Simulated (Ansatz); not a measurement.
The reference is SrCl2 in the fluorite structure (space group Fm-3m, No. 225; a = 6.9078 Å). Axes: x, y, z lie along the cube axes.

It is then changed as follows: the cell is stretched by 2.00 % along z with no lateral relaxation, atoms relaxed at fixed cell.

The values are results of Ansatz (an electronic-structure program) PBEsol, no spin-orbit coupling, not measurements.

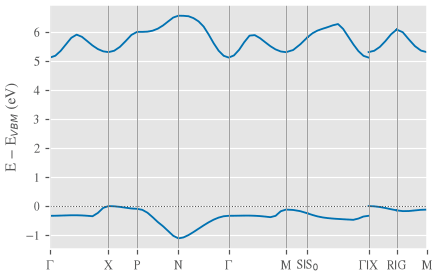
*Highest valence and lowest conduction band along the path of the changed cell's own zone*

The gap is 5.12 eV, indirect, X → Γ; the base has 5.25 eV.

The cells carry an imposed strain or load. Stability against distortions was not tested. Labels are those of the standard path for the cell's own space group.
